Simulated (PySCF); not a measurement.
Molecule: Ge(Br)(NH2)3, SMILES [NH2][Ge]([Br])([NH2])[NH2] (H6BrGeN3). Atoms near the plane z = 0.0 Å, at the PBE0/def2-SVP optimised geometry (x, y, z in Å): Ge2 (-0.4, -0.4, 0.0), N4 (1.4, -0.4, 0.0), Br5 (-1.2, 1.9, 0.0), H10 (1.8, 0.5, -0.3), H11 (1.8, -0.6, 0.9).

Level of theory: PBE0/def2-TZVP run with PySCF 2.14.0. Cells within 0.4 Å of a nucleus heavier than hydrogen are left out (blank, or x). The values are rescaled to run from 0 to 1.

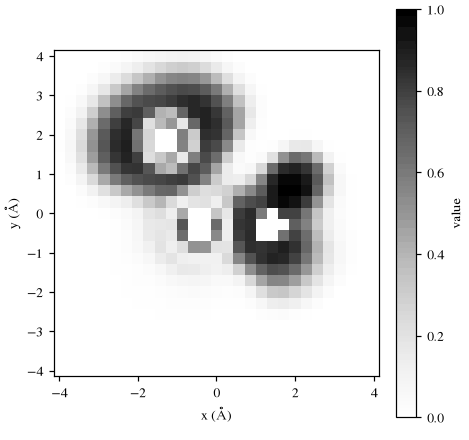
*a field on the plane z = 0.0 Å.*

Which quantity is mapped?
A. log10 of the electron density
B. deformation density (molecule minus spherical neutral atoms)
C. electron localisation function
D. an orbital amplitude

C, electron localisation function
